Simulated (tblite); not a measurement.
# C13H30Si13: the cost of one run

Programs: tblite 0.8.0 and PySCF 2.14.0, with routines of our own; each step states its level. All values are computed. Atoms count from 0.

### 1 The starting structure

56 atoms, charge 0, multiplicity 1; geometry from: force field, distance geometry or constructed start.

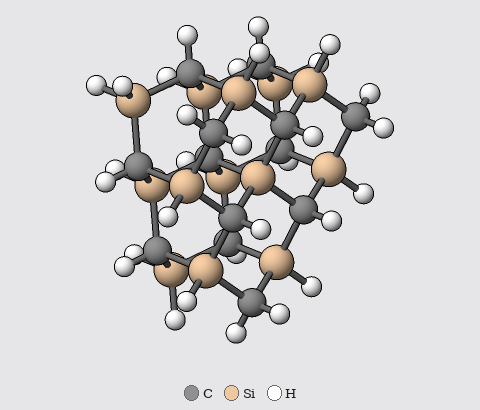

The starting geometry (carbon grey, silicon light orange, hydrogen white).

### 2 Geometry optimisation with GFN2-xTB

What the job is given:

```
{"job": {"kind": "relax", "xc": "GFN2-xTB", "basis": "xTB"}, "charge": 0, "multiplicity": 1}
C     -1.536600    -0.891800    -1.593600
C     -0.003200    -3.557300    -1.598900
C      0.005200    -0.002300     0.926200
Si    -0.000700     0.004400    -0.968900
C     -3.084000    -0.001200     0.928600
Si    -3.086300    -0.000500    -0.965300
Si    -1.541400    -0.888300     1.551200
C     -1.538100    -2.667200     0.926700
Si    -1.538800    -2.672000    -0.963100
Si    -0.002800    -3.560700     1.556100
C     -0.002100     1.778800    -1.594100
C     -3.085500     1.778000    -1.592000
C     -1.544900     2.670600     0.930200
Si    -1.539300     2.669300    -0.965400
Si    -0.002200     1.785100     1.554700
Si    -3.084900     1.780600     1.560800
C      1.541900    -0.888100    -1.591100
C      3.081900    -0.003400     0.924200
Si     3.082400     0.001800    -0.960200
Si     1.544300    -0.889100     1.557200
C      1.539200    -2.666100     0.926700
Si     1.540600    -2.668400    -0.962900
C      3.086400     1.784600    -1.585400
C      1.537300     2.665600     0.923700
Si     1.542000     2.672500    -0.961800
Si     3.076900     1.779100     1.557000
H     -1.540800    -0.887700    -2.682700
H     -0.000600    -3.559300    -2.680800
H      0.000600    -4.587200    -1.230700
H     -3.971900    -0.513400     1.292000
H     -4.255100    -0.678200    -1.443800
H     -1.543400    -0.888700     2.994700
H     -2.432500    -3.183700     1.286700
H     -2.715100    -3.350100    -1.439000
H      0.001200    -3.558100     2.991200
H      0.000500    -4.915400     1.071600
H     -0.000800     1.780100    -2.686100
H     -3.082100     1.782500    -2.684600
H     -3.971900     2.289900    -1.228800
H     -1.546300     3.701000     1.289800
H     -1.541600     4.025300    -1.438900
H      0.005900     1.774400     2.998200
H     -4.253800     2.459800     1.070900
H     -3.080400     1.779500     2.992700
H      1.537800    -0.888300    -2.679600
H      3.971100    -0.512200     1.285200
H      4.261100    -0.678700    -1.443300
H      1.541200    -0.887400     2.996800
H      2.433100    -3.183400     1.288800
H      2.719100    -3.348100    -1.440700
H      3.082100     1.772700    -2.678900
H      3.979600     2.295100    -1.229000
H      1.541100     3.697200     1.288700
H      1.538100     4.026000    -1.445700
H      4.259400     2.457900     1.076000
H      3.082500     1.783000     2.995100
```

Run with:

```bash
$ OMP_NUM_THREADS=2 python large_run.py task.json out
```

The driver reads the jobs from task.json and runs them one after another.

**Question.** How long does this first job take on 2 threads of Arm Neoverse V1, shared host, and how much memory does it need?

About 2.5 s, with a peak of 0.16 GiB.
